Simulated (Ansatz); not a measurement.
## What a change does: single-point calculation on BF3

System: BF3.
Method of run 1: RKS wB97M-V/def2-TZVPPD (Ansatz 0.2.0).

The input adds 1 ghost centres (basis functions without nuclei or electrons, not drawn) at the places of a partner molecule, so the energy is that in the basis of the pair. The geometry comes from this level: PBE0-D4/def2-TZVPD. Text and figures count atoms from 1; the logs count them from 0 in places.

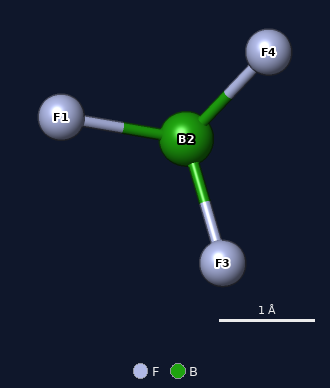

The structure as given in the input (ball-and-stick view, seen on its broad side; atoms are numbered from 1 in the order of the input).

## The input, run 1
```yaml
crystal:
  periodic: [false, false, false]
  atoms:
    - {symbol: F, position_ang: [0.582750, 1.163595, 0.531680]}
    - {symbol: B, position_ang: [0.000018, -0.000021, -0.000020]}
    - {symbol: F, position_ang: [-1.294757, -0.157385, 0.524446]}
    - {symbol: F, position_ang: [0.783541, -1.115519, 0.343539]}
basis:
  gaussian:
    orbitals: "def2-TZVPPD.json"
    ghost_atoms:
      - {symbol: F, position_ang: [-0.071453, 0.109232, -1.399746]}
hamiltonian: {xc: {name: wB97M-V}}
```

Command:
```bash
ansatz run in.yaml --threads 4 --pin off --events-out ev --progress --plain --max-ram 9574MiB
```

Hardware: 4 threads of Arm Neoverse V1, 23 GiB of memory available, shared host.

## Output (run 1)
```
Functional definition: wB97M-V
  parameter omega = 0.3/bohr
  parameter cx = 0.15
  parameter cx01 = 1.007
  parameter cx10 = 0.259
  parameter css00 = 0.443
  parameter css04 = -1.437
  parameter css10 = -4.535
  parameter css20 = -3.390
  parameter css43 = 4.278
  parameter cos00 = 1.000
  parameter cos10 = 1.358
  parameter cos20 = 2.924
  parameter cos21 = -8.812
  parameter cos60 = -1.390
  parameter cos61 = 9.142
  parameter b = 6.0
  parameter c = 0.01
  gx(w, u) = 1 - cx + cx01*u + cx10*w
  gss(w, u) = css00 + css04*u^4 + css10*w + css20*w^2 + css43*w^4*u^3
  gos(w, u) = cos00 + cos10*w + (cos20 + cos21*u)*w^2 + (cos60 + cos61*u)*w^6
  exchange = spin_sum(e_x_unif_sr(omega)*gx(b97_w, b97_u_x)) + cx*exact_x_sr(omega) + exact_x_lr(omega)
  correlation = spin_sum(e_c_pw_mod_same_spin*gss(b97_w, b97_u_same))
      + integral(e_c_pw_mod_opposite_spin*gos(b97_w_opposite, b97_u_opposite)) + vv10(b, c)
948 factors; their error is unknown
268 factors; integrals over basis functions are off by at most 2.3e-5 eV
mean field evaluation 1: about -8828.0568 eV, gradient 4.9e1 eV
mean field evaluation 2: about -8827.3646 eV, gradient 6.0e1 eV
mean field evaluation 4: about -8831.8411 eV, gradient 4.5e-1 eV
mean field evaluation 8: about -8831.8567 eV, gradient 1.4e-1 eV
mean field evaluation 16: about -8831.8567 eV, gradient 7.6e-6 eV
mean field -8831.85668788 eV, -324.5647468323 hartree, gradient 7.6e-6 eV, S^2 0.000000; 0 other end points of the search recorded, 0 dependent functions left out
reference -8831.85675339 eV, -324.5647492394 hartree; 16, 16 occupied and 181, 181 virtual orbitals, 948 factors
Total energy: -8831.85675339 eV, -324.5647492394 hartree
```

The input of run 2 differs as follows (lines with − go, lines with + come):
```diff
-    - {symbol: F, position_ang: [0.582750, 1.163595, 0.531680]}
-    - {symbol: B, position_ang: [0.000018, -0.000021, -0.000020]}
-    - {symbol: F, position_ang: [-1.294757, -0.157385, 0.524446]}
-    - {symbol: F, position_ang: [0.783541, -1.115519, 0.343539]}
+    - {symbol: F, position_ang: [0.591327, 1.150484, 0.699648]}
+    - {symbol: B, position_ang: [0.008595, -0.013131, 0.167947]}
+    - {symbol: F, position_ang: [-1.286180, -0.170495, 0.692413]}
+    - {symbol: F, position_ang: [0.792117, -1.128630, 0.511506]}
```

How does run 2 compare with run 1?

With the same method and basis, run 2 lies 0.03 kcal/mol higher.

## Output (run 2)
```
Functional definition: wB97M-V
  parameter omega = 0.3/bohr
  parameter cx = 0.15
  parameter cx01 = 1.007
  parameter cx10 = 0.259
  parameter css00 = 0.443
  parameter css04 = -1.437
  parameter css10 = -4.535
  parameter css20 = -3.390
  parameter css43 = 4.278
  parameter cos00 = 1.000
  parameter cos10 = 1.358
  parameter cos20 = 2.924
  parameter cos21 = -8.812
  parameter cos60 = -1.390
  parameter cos61 = 9.142
  parameter b = 6.0
  parameter c = 0.01
  gx(w, u) = 1 - cx + cx01*u + cx10*w
  gss(w, u) = css00 + css04*u^4 + css10*w + css20*w^2 + css43*w^4*u^3
  gos(w, u) = cos00 + cos10*w + (cos20 + cos21*u)*w^2 + (cos60 + cos61*u)*w^6
  exchange = spin_sum(e_x_unif_sr(omega)*gx(b97_w, b97_u_x)) + cx*exact_x_sr(omega) + exact_x_lr(omega)
  correlation = spin_sum(e_c_pw_mod_same_spin*gss(b97_w, b97_u_same))
      + integral(e_c_pw_mod_opposite_spin*gos(b97_w_opposite, b97_u_opposite)) + vv10(b, c)
948 factors; their error is unknown
268 factors; integrals over basis functions are off by at most 2.5e-5 eV
mean field evaluation 1: about -8828.0558 eV, gradient 4.9e1 eV
mean field evaluation 2: about -8827.3627 eV, gradient 6.0e1 eV
mean field evaluation 4: about -8831.8399 eV, gradient 4.5e-1 eV
mean field evaluation 8: about -8831.8553 eV, gradient 1.5e-1 eV
mean field evaluation 16: about -8831.8554 eV, gradient 6.0e-5 eV
mean field -8831.85536227 eV, -324.5646981168 hartree, gradient 6.0e-5 eV, S^2 0.000000; 0 other end points of the search recorded, 0 dependent functions left out
reference -8831.85542782 eV, -324.5647005257 hartree; 16, 16 occupied and 181, 181 virtual orbitals, 948 factors
Total energy: -8831.85542782 eV, -324.5647005257 hartree
```

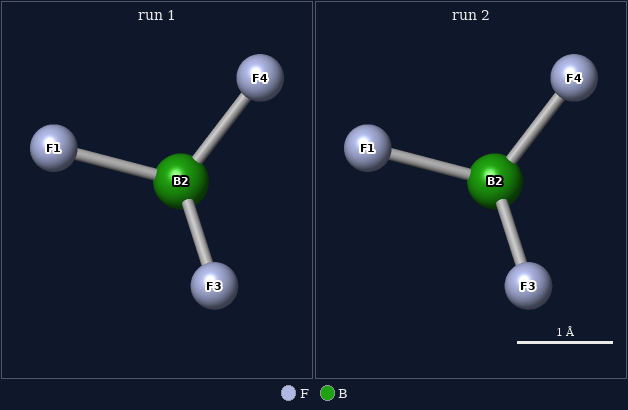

The two input geometries at one scale (ball-and-stick view, seen at a tilt). No atom moves by more than 0.005 Å after the best rigid fit.

## The two runs side by side

| quantity | run 1 | run 2 |
| --- | --- | --- |
| outcome | converged | converged |
| total energy (hartree) | −324.564749 | −324.564701 |
| basis functions | 197 | 197 |
| wall time (shared host) | 4.6 s | 4.5 s |
